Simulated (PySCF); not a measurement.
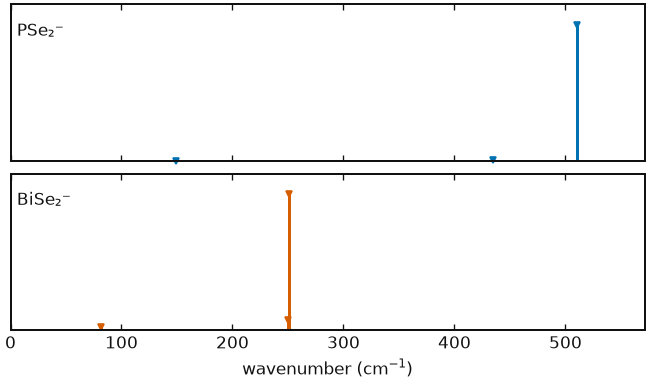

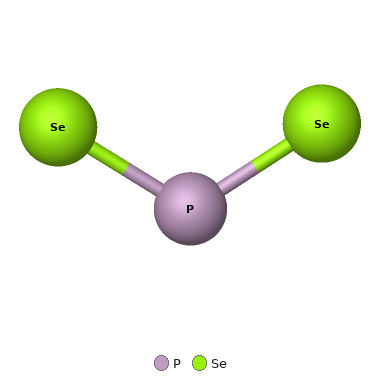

Harmonic infrared lines of PSe₂⁻ and BiSe₂⁻, all C2v singlets, each the lowest point that its search found (PSe₂⁻ is drawn); the central atom changes down one group of the periodic table. PBE0/def2-TZVPD (core potentials past Kr), PySCF, unscaled, no spin-orbit coupling; each panel is scaled to its strongest line, degenerate modes are one line with their intensities summed, and dots on the axis are modes too weak to show or inactive.

Question: How do the bond length and the stretches change along the series?

Answer: Mean bond length: PSe₂⁻ 2.129, BiSe₂⁻ 2.505 Å, rising down the group. Highest b2 mode: PSe₂⁻ 510, BiSe₂⁻ 251 cm⁻¹, falling down the group.

Caveats, for all or some of the runs: no scalar relativity; spin-orbit coupling is left out, and with Bi it can shift these values.
